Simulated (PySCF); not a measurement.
Consider SnH (doublet).

```yaml
atoms:
  - { symbol: Sn, position_ang: [0.0000, 0.0000, -0.0149] }
  - { symbol: H, position_ang: [0.0000, 0.0000, 1.7731] }
```

Core potentials replace the inner electrons of Sn.

These are results of PySCF, PBE0/aug-cc-pVDZ(-PP), non-relativistic Hamiltonian with scalar-relativistic core potentials where named, at a bond length of 1.788 Å, not measurements.

Q: Predict the electron density, electron localisation function and spin density between the atoms.

A: Sn–H (1.79 Å): ρ is about 0.93 e/Å³ halfway; the ELF climbs to about 1 towards the hydrogen.
The unpaired spin (1 electron) lies mostly on Sn1 (about 1.0), in electrons by Hirshfeld's partition.

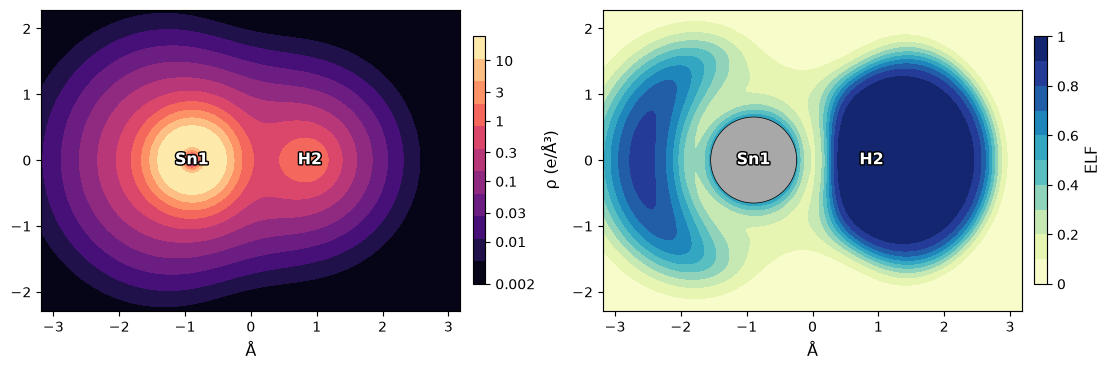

Computed electron density and electron localisation function on a plane that holds the molecular axis, in this order. Grey discs cover the atomic cores in the ELF map. 
